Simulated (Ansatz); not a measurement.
# UHF/STO-3G run of GeSiH5 (SMILES [SiH2][GeH3])

What is the electronic atomisation energy of GeSiH5 at UHF/STO-3G? 

Program for the calculation: Ansatz 0.2.0.

27 further runs of the same task are left out: 27 set aside as unsound or not needed.

### Step 1. The molecule

GeSiH5: 7 atoms, total charge 0, spin state doublet. As SMILES, `[SiH2][GeH3]`. The coordinates come from a PBE0-D4/def2-TZVP relaxation.

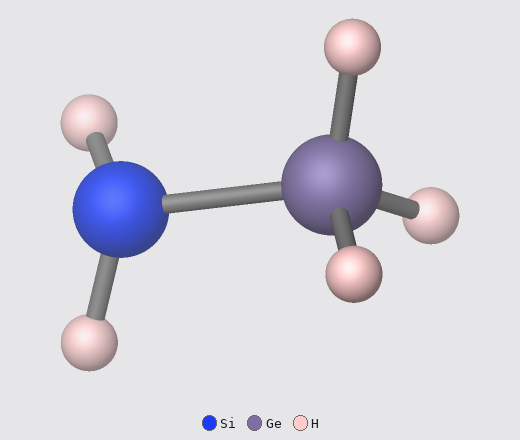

The structure, seen from a chosen angle (silicon blue, germanium purple, hydrogen pink).

### Step 2. The energy at UHF/STO-3G

File run.yaml:

```yaml
crystal:
  periodic: [false, false, false]
  atoms:
    - {symbol: Si, position_ang: [-0.094700, -1.423600, -0.163400]}
    - {symbol: Ge, position_ang: [0.288700, 0.914700, -0.097700]}
    - {symbol: H, position_ang: [0.173200, -2.103400, 1.133900]}
    - {symbol: H, position_ang: [-1.456400, -1.784700, -0.645400]}
    - {symbol: H, position_ang: [0.037100, 1.517100, -1.489000]}
    - {symbol: H, position_ang: [-0.633800, 1.622900, 0.913200]}
    - {symbol: H, position_ang: [1.746900, 1.189100, 0.302700]}
basis:
  gaussian:
    orbitals: STO-3G
accuracy: high
hamiltonian:
  xc: hf
magnetization:
  spin_polarized: true
  initial_magnetization: 1
output:
  orbitals: {seedname: orbitals}
```

The run is started by

```
$ ansatz run run.yaml --threads 1 --pin off --max-ram 3480MiB --events-out events.jsonl --progress --plain --runs-dir runs
```

What it wrote:

```text
Warning: RAYON_NUM_THREADS=1 ignored (pool sized by the plan → 1); use --threads N
Functional definition: HF
  name "HF"
  exchange = exact_x
  correlation = 0
500 factors; integrals over basis functions are off by at most 4.2e-9 eV
mean field evaluation 1: about -63680.2905 eV, gradient 6.4e0 eV
mean field evaluation 2: about -63680.2987 eV, gradient 6.3e0 eV
mean field evaluation 4: about -63680.8898 eV, gradient 5.9e-1 eV
mean field evaluation 8: about -63680.8999 eV, gradient 7.2e-3 eV
mean field -63680.89994726 eV, -2340.2299085976 hartree, gradient 9.4e-8 eV, S^2 0.753929; 0 other end points of the search recorded, 0 dependent functions left out
reference -63680.89994726 eV, -2340.2299085976 hartree; 26, 25 occupied and 6, 7 virtual orbitals, 500 factors
Total energy: -63680.89994726 eV, -2340.2299085976 hartree
```

Run time: 0.36 s. Hardware: 1 thread of Arm Neoverse V1, shared host.

### Step 3. The Ge atom, same level

File molecule.yaml:

```yaml
crystal:
  periodic: [false, false, false]
  atoms:
    - {symbol: Ge, position_ang: [0.000000, 0.000000, 0.000000]}
basis:
  gaussian: {orbitals: STO-3G}
magnetization: {spin_polarized: true, initial_magnetization: 2}
hamiltonian: {xc: hf}
accuracy: high
```

Run the same way, it converges to -2051.63626 Eh (log not shown).

### Step 4. The H atom at the same level

File molecule.yaml:

```yaml
crystal:
  periodic: [false, false, false]
  atoms:
    - {symbol: H, position_ang: [0.000000, 0.000000, 0.000000]}
basis:
  gaussian:
    orbitals: STO-3G
hamiltonian:
  xc: hf
accuracy: high
magnetization:
  spin_polarized: true
  initial_magnetization: 1
```

The run is started by

```
$ ansatz run molecule.yaml --threads 1 --pin off --max-ram 3480MiB --events-out events.jsonl --progress --plain --runs-dir runs
```

What it wrote:

```text
Warning: RAYON_NUM_THREADS=1 ignored (pool sized by the plan → 1); use --threads N
[... 4 set-up lines as earlier in the session ...]
1 factors; integrals over basis functions are off by at most 4.6e-10 eV
mean field evaluation 1: about -12.6963 eV, gradient 0.0e0 eV
mean field evaluation 2: about -12.6963 eV, gradient 0.0e0 eV
mean field -12.69633895 eV, -0.4665818504 hartree, gradient 0.0e0 eV, S^2 0.750000; 0 other end points of the search recorded, 0 dependent functions left out
reference -12.69633895 eV, -0.4665818504 hartree; 1, 0 occupied and 0, 1 virtual orbitals, 1 factors
Total energy: -12.69633895 eV, -0.4665818504 hartree
```

Run time: 0.02 s. Hardware: 1 thread of Arm Neoverse V1, shared host.

### Step 5. The Si atom, same level

File run.yaml:

```yaml
basis:
  gaussian:
    orbitals: STO-3G
crystal:
  periodic: [false, false, false]
  atoms:
    - symbol: Si
      position_ang: [0.000000, 0.000000, 0.000000]
magnetization:
  spin_polarized: true
  initial_magnetization: 2
hamiltonian:
  xc: hf
accuracy: high
```

Run the same way, it converges to -285.46622 Eh (log not shown).

### Step 6. What came out

At UHF/STO-3G:

| quantity | value |
| --- | --- |
| molecule: total energy | -2340.22991 Eh |
| molecule: HOMO energy (highest over α and β) | -6.20 eV |
| molecule: LUMO energy (lowest over α and β) | 6.36 eV |
| molecule: ⟨S²⟩ | 0.754 |
| Ge atom: total energy | -2051.63626 Eh |
| Ge atom: ⟨S²⟩ | 2.000 |
| H atom: total energy | -0.46658 Eh |
| H atom: ⟨S²⟩ | 0.750 |
| Si atom: total energy | -285.46622 Eh |
| Si atom: ⟨S²⟩ | 2.000 |
| electronic atomisation energy | 21.620 eV |

**Reading.** Taking the molecule apart into free atoms costs 21.62 eV (2086 kJ/mol), before zero-point energy and without spin-orbit coupling. Hartree–Fock lacks the correlation of the bonding pairs, which as a rule makes this value much too low; in minimal bases other errors can mask that. In a minimal basis such a difference can be off by several eV, whatever the method.
